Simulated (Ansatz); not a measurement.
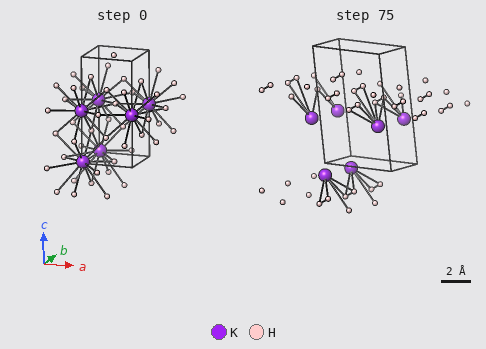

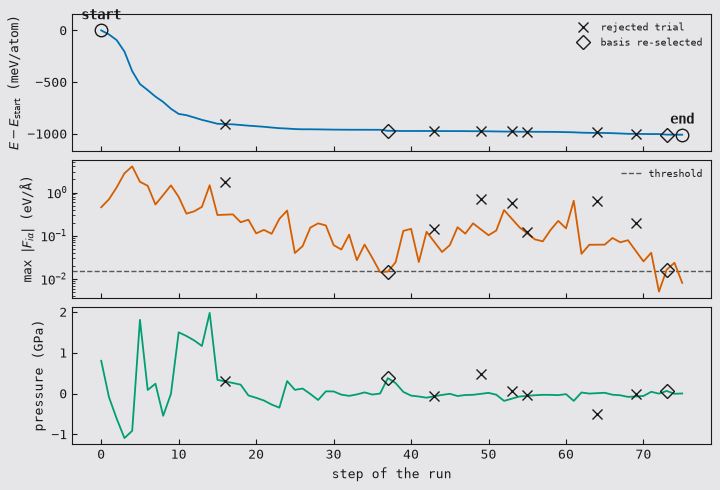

First and last geometry of a relaxation of a crystal of KH₃ (built on the Cu3Au (L1 type) (coarse preliminary run), with the history of the run. Style: ball-and-stick. Shown: the cell of the calculation, reduced to other axes, slightly off an axis. Lengths and directions refer to the drawn axes.

Theory: DFT PBE, scalar-relativistic, plane waves, PAW (Ansatz).

Input
```yaml
crystal:
  lattice:
    - [0.0315874873, 3.843669008, 0.0113824371]
    - [-0.0280904354, 0.0113824371, 3.7076306747]
    - [7.630545564, 0.0631749747, -0.0561808707]
  atoms:
    - { symbol: K, position: [0.0067498745, 0.0234603996, 0.0150647264] }
    - { symbol: K, position: [0.0030692016, -0.003663683, 0.492414769] }
    - { symbol: H, position: [0.5019307431, 0.5000756876, 0.5276120407] }
    - { symbol: H, position: [0.5378353495, 0.4864456197, -0.0125495815] }
    - { symbol: H, position: [0.0002628828, 0.478780444, 0.257926543] }
    - { symbol: H, position: [0.0405403006, 0.5119222055, 0.713892031] }
    - { symbol: H, position: [0.4625564601, 0.0071794654, 0.2518375522] }
    - { symbol: H, position: [0.4470551878, -0.0042001388, 0.7538019192] }
basis:
  ecutwfc: 420
kpoints:
  mp_grid: { grid: [6, 6, 4] }
hamiltonian:
  xc: pbe
scf:
  occupations: { method: gaussian, width: 0.1 }
output:
  forces: true
  stress: true
  eigenvalues: true
relax:
  adjacent_minimum: "off"
  f_tol: 0.015
  max_steps: 120
  cell: { stress_tol: 0.15 }
```

Command:
```bash
ansatz run input.yaml --threads 1 --pin off --max-ram 2560MiB --backend cpu --events-out ev --progress --plain --runs-dir out
```

### What do the curves and the structures tell?

The run was cut off at its time limit before the program reported convergence, but its last step already meets the force threshold: the largest component is 0.0081 eV/Å against 0.015 eV/Å. The pressure is within 0.01 GPa of its target. The largest move relative to the cell is that of H7, 3.49 Å along [2 2 1]. By element the largest moves are H 3.49 Å, K 2.79 Å. Cell: a 3.708 → 4.773 Å (+28.7 %), b 3.844 → 4.559 Å (+18.6 %), c 7.631 → 8.596 Å (+12.6 %), α 90.9° → 101.4°, β 90.9° → 98.5°, γ 90.3° → 79.6°. Volume +64.7 %. Among the contacts that change: K2–H8 2.646 → 7.021 Å, K1–H7 2.743 → 7.050 Å, K1–H5 2.761 → 5.970 Å, K2–H6 2.539 → 5.601 Å. Bonds break, among them: K1–H4 (2.70 → 3.83 Å), K1–H5 (2.49 → 5.51 Å), K1–H5 (2.76 → 5.97 Å), K1–H7 (2.54 → 4.90 Å). Among the angles between lasting bonds that change: H4–K1–H4 95.8° → 102.9°, K1–H4–K1 95.8° → 102.9°. The space group (tolerance 0.01 Å) goes from P1 (No. 1) to P-1 (No. 2). Over 66 accepted moves (75 points after the start) the energy falls by 1008 meV per atom. The largest force component goes from 0.46 to 0.0081 eV/Å. The pressure goes from 0.80 to 0.00 GPa. The line search rejected the trial steps at points 16, 43, 49, 53, 55, 64, 69 of the run. At 2 points the geometry stayed and the basis and grid were re-selected for the new cell (energy shift of 9.6 meV per atom at most each time).
